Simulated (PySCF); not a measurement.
# Ca: dipole response in aug-cc-pVDZ-X2C

Aim: the static polarisability and the C₆ coefficient of Ca, method by method.

The numbers are computed with PySCF 2.14.0 (unrestricted determinants in a Gaussian basis, no spin-orbit coupling in the energies), except any that are marked as measured or tabulated.

### Step 1. The atom as given

* Element: calcium (Z = 20)
* Basis: aug-cc-pVDZ-X2C (6s5p3d, 36 functions)
* Hamiltonian: the spin-free X2C one-electron Hamiltonian (Gaussian nucleus)
* State 1: Ca: [Ar] 4s2, closed-shell 1S
* Methods: UHF, PBE, PBE0, M06-L, B3LYP

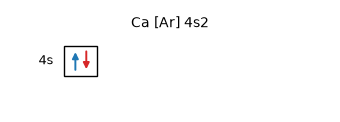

Occupation of the outer shells (arrows by Hund's rule).

One driver process ran all states and methods and kept the integrals in memory. Each run is shown as a PySCF script that sums up its settings (the driver passes frozen orbitals as a list and adds second-order terms of double hybrids); the logs are those of the runs themselves. The driver starts from symmetry-adapted Hartree-Fock orbitals, holds the occupation by maximum overlap and uses a logarithmic radial grid for functionals, so a plain start would take other cycles.

The integrals over 36 functions and the set-up took 0.36 s of CPU time.

### Step 2. Ca: the ladder of methods

**UHF**

input.py

```python
from pyscf import gto, scf, dft, mp, cc
import basis_set_exchange as bse
mol = gto.M(atom="Ca 0 0 0", charge=0, spin=0, symmetry="D2h",
            basis=gto.basis.parse(bse.get_basis("aug-cc-pVDZ-X2C", elements=["Ca"], fmt="nwchem")),
            nucmod="G")
mf = scf.UHF(mol).sfx2c1e()
mf.irrep_nelec = {'Ag': (4, 4), 'B1u': (2, 2), 'B2u': (2, 2), 'B3u': (2, 2)}
mf.kernel()
```

What it wrote:

```text
damping factor = 0
level_shift factor = 0
DIIS = <class 'pyscf.scf.diis.CDIIS'>
diis_start_cycle = 1
diis_space = 10
diis_damp = 0
SCF conv_tol = 1e-09
SCF conv_tol_grad = None
number electrons alpha = 10  beta = 10
cycle= 1 E= -679.629220154701  delta_E= -1.93e-09  |g|= 6.6e-06  |ddm|= 0.000529
cycle= 2 E= -679.62922015496  delta_E= -2.59e-10  |g|= 2.45e-06  |ddm|= 0.000171
converged SCF energy = -679.62922015496  <S^2> = -3.5527137e-15  2S+1 = 1
```

CPU time 0.47 s on a shared host, the integrals not counted.

The occupied shells:

```
shell  electrons  mean orbital energy (eV)  spread (eV)  rms radius (bohr)
   1s          2                   -4084.8            0             0.0888
   2s          2                   -461.61            0              0.393
   2p          6                   -371.09            0              0.362
   3s          2                   -61.540            0               1.24
   3p          6                   -36.431            0               1.38
   4s          2                    -5.341            0               4.51
```

⟨S²⟩ = 0.000, ⟨L²⟩ = 0.00.

The driver then solved the coupled dipole response at imaginary frequencies: mean α = 182.4 bohr³, C₆ = 2707 au for a like pair.

**PBE**

Changes to input.py:

```diff
@@ -5,3 +5,3 @@
             nucmod="G")
-mf = scf.UHF(mol).sfx2c1e()
+mf = dft.UKS(mol, xc="PBE").sfx2c1e()
 mf.irrep_nelec = {'Ag': (4, 4), 'B1u': (2, 2), 'B2u': (2, 2), 'B3u': (2, 2)}
```

What it wrote:

```text
damping factor = 0
level_shift factor = 0
DIIS = <class 'pyscf.scf.diis.CDIIS'>
diis_start_cycle = 1
diis_space = 10
diis_damp = 0
SCF conv_tol = 1e-09
SCF conv_tol_grad = None
number electrons alpha = 10  beta = 10
XC functionals = PBE
    J. P. Perdew, K. Burke, and M. Ernzerhof.,  Phys. Rev. Lett. 77, 3865 (1996)
    J. P. Perdew, K. Burke, and M. Ernzerhof.,  Phys. Rev. Lett. 78, 1396 (1997)
    J. P. Perdew, K. Burke, and M. Ernzerhof.,  Phys. Rev. Lett. 77, 3865 (1996)
    J. P. Perdew, K. Burke, and M. Ernzerhof.,  Phys. Rev. Lett. 78, 1396 (1997)
cycle= 1 E= -680.229893946765  delta_E= -0.00151  |g|= 0.00333  |ddm|= 0.848
cycle= 2 E= -680.229914132617  delta_E= -2.02e-05  |g|= 0.00109  |ddm|= 0.106
cycle= 3 E= -680.229915475215  delta_E= -1.34e-06  |g|= 2.82e-05  |ddm|= 0.0185
cycle= 4 E= -680.229915477045  delta_E= -1.83e-09  |g|= 3.63e-07  |ddm|= 0.00101
cycle= 5 E= -680.229915477045  delta_E= -1.14e-13  |g|= 1.15e-08  |ddm|= 6.77e-06
converged SCF energy = -680.229915477045  <S^2> = -1.7763568e-15  2S+1 = 1
```

It used 0.74 s of CPU time after the integrals (shared host).

The driver then solved the coupled dipole response at imaginary frequencies: mean α = 155.9 bohr³, C₆ = 2138 au for a like pair.

**PBE0**

Changes to input.py:

```diff
@@ -5,3 +5,3 @@
             nucmod="G")
-mf = dft.UKS(mol, xc="PBE").sfx2c1e()
+mf = dft.UKS(mol, xc="PBE0").sfx2c1e()
 mf.irrep_nelec = {'Ag': (4, 4), 'B1u': (2, 2), 'B2u': (2, 2), 'B3u': (2, 2)}
```

What it wrote:

```text
damping factor = 0
level_shift factor = 0
DIIS = <class 'pyscf.scf.diis.CDIIS'>
diis_start_cycle = 1
diis_space = 10
diis_damp = 0
SCF conv_tol = 1e-09
SCF conv_tol_grad = None
number electrons alpha = 10  beta = 10
XC functionals = PBE0
    C. Adamo and V. Barone.,  J. Chem. Phys. 110, 6158 (1999)
    M. Ernzerhof and G. E. Scuseria.,  J. Chem. Phys. 110, 5029 (1999)
cycle= 1 E= -680.272853676132  delta_E= -0.00107  |g|= 0.00297  |ddm|= 0.572
cycle= 2 E= -680.272864414284  delta_E= -1.07e-05  |g|= 0.000219  |ddm|= 0.0359
cycle= 3 E= -680.272864563532  delta_E= -1.49e-07  |g|= 4.61e-05  |ddm|= 0.00754
cycle= 4 E= -680.272864565957  delta_E= -2.43e-09  |g|= 2.98e-07  |ddm|= 0.000513
cycle= 5 E= -680.272864565958  delta_E= -2.27e-13  |g|= 2.36e-08  |ddm|= 1.26e-05
converged SCF energy = -680.272864565958  <S^2> = -3.5527137e-15  2S+1 = 1
```

It used 1 s of CPU time after the integrals (shared host).

The driver then solved the coupled dipole response at imaginary frequencies: mean α = 161.3 bohr³, C₆ = 2255 au for a like pair.

**M06-L**

Changes to input.py:

```diff
@@ -5,3 +5,3 @@
             nucmod="G")
-mf = dft.UKS(mol, xc="PBE0").sfx2c1e()
+mf = dft.UKS(mol, xc="M06L").sfx2c1e()
 mf.irrep_nelec = {'Ag': (4, 4), 'B1u': (2, 2), 'B2u': (2, 2), 'B3u': (2, 2)}
```

What it wrote:

```text
damping factor = 0
level_shift factor = 0
DIIS = <class 'pyscf.scf.diis.CDIIS'>
diis_start_cycle = 1
diis_space = 10
diis_damp = 0
SCF conv_tol = 1e-09
SCF conv_tol_grad = None
number electrons alpha = 10  beta = 10
XC functionals = M06L
    Y. Zhao and D. G. Truhlar.,  J. Chem. Phys. 125, 194101 (2006)
    Y. Zhao and D. G. Truhlar.,  J. Chem. Phys. 125, 194101 (2006)
    Y. Zhao and D. G. Truhlar.,  Theor. Chem. Acc. 120, 215 (2008)
cycle= 1 E= -680.415563333412  delta_E= -0.00269  |g|= 0.00267  |ddm|= 0.792
cycle= 2 E= -680.415585282392  delta_E= -2.19e-05  |g|= 0.000272  |ddm|= 0.144
cycle= 3 E= -680.415585585064  delta_E= -3.03e-07  |g|= 2.79e-05  |ddm|= 0.0191
cycle= 4 E= -680.415585585823  delta_E= -7.59e-10  |g|= 5.46e-07  |ddm|= 0.000557
converged SCF energy = -680.415585585823  <S^2> = 3.5527137e-15  2S+1 = 1
```

It used 1.9 s of CPU time after the integrals (shared host).

The driver then solved the coupled dipole response at imaginary frequencies: mean α = 131.4 bohr³, C₆ = 1729 au for a like pair.

**B3LYP**

Changes to input.py:

```diff
@@ -5,3 +5,3 @@
             nucmod="G")
-mf = dft.UKS(mol, xc="M06L").sfx2c1e()
+mf = dft.UKS(mol, xc="B3LYP").sfx2c1e()
 mf.irrep_nelec = {'Ag': (4, 4), 'B1u': (2, 2), 'B2u': (2, 2), 'B3u': (2, 2)}
```

What it wrote:

```text
damping factor = 0
level_shift factor = 0
DIIS = <class 'pyscf.scf.diis.CDIIS'>
diis_start_cycle = 1
diis_space = 10
diis_damp = 0
SCF conv_tol = 1e-09
SCF conv_tol_grad = None
number electrons alpha = 10  beta = 10
XC functionals = B3LYP
    P. J. Stephens, F. J. Devlin, C. F. Chabalowski, and M. J. Frisch.,  J. Phys. Chem. 98, 11623 (1994)
cycle= 1 E= -680.473757833247  delta_E= -0.00169  |g|= 0.00277  |ddm|= 0.919
cycle= 2 E= -680.473764135412  delta_E= -6.3e-06  |g|= 0.000469  |ddm|= 0.0403
cycle= 3 E= -680.473764333155  delta_E= -1.98e-07  |g|= 8.95e-06  |ddm|= 0.00614
cycle= 4 E= -680.473764333306  delta_E= -1.51e-10  |g|= 4.08e-07  |ddm|= 0.000263
converged SCF energy = -680.473764333306  <S^2> = -3.5527137e-15  2S+1 = 1
```

CPU time 1.3 s on a shared host, the integrals not counted.

The driver then solved the coupled dipole response at imaginary frequencies: mean α = 150.2 bohr³, C₆ = 2028 au for a like pair.

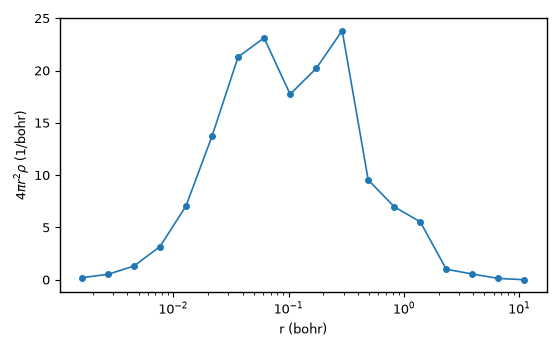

Radial density 4πr²ρ of Ca at UHF, at 18 stored radii joined by straight lines.

### Step 3. Polarisabilities and C₆

Ca, in atomic units:

```
method  mean α  C₆ (like pair)  S(−4)
   UHF   182.4            2707  16340
   PBE   155.9            2138  12050
  PBE0   161.3            2255  12810
 M06-L   131.4            1729   7914
 B3LYP   150.2            2028  11160
```

Reference α: 160.8 ± 4 bohr³ (recommended; Schwerdtfeger and Nagle, table of static dipole polarizabilities (2023 update)). Published C₆: 2163 (Chu and Dalgarno (2004); Tang, Norbeck and Certain (1976)).

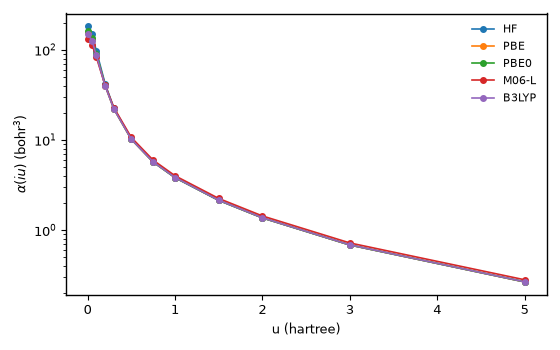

α(iu) of Ca, the polarisability at imaginary frequency, on a logarithmic scale.

### Step 4. Summary of results

```
quantity                                                value
 α of Ca  131.4 (M06-L) to 182.4 (UHF) bohr³; reference 160.8
```

In words: For Ca PBE0 is nearest the reference (+0 %). The basis is finite, and no extrapolation was made.
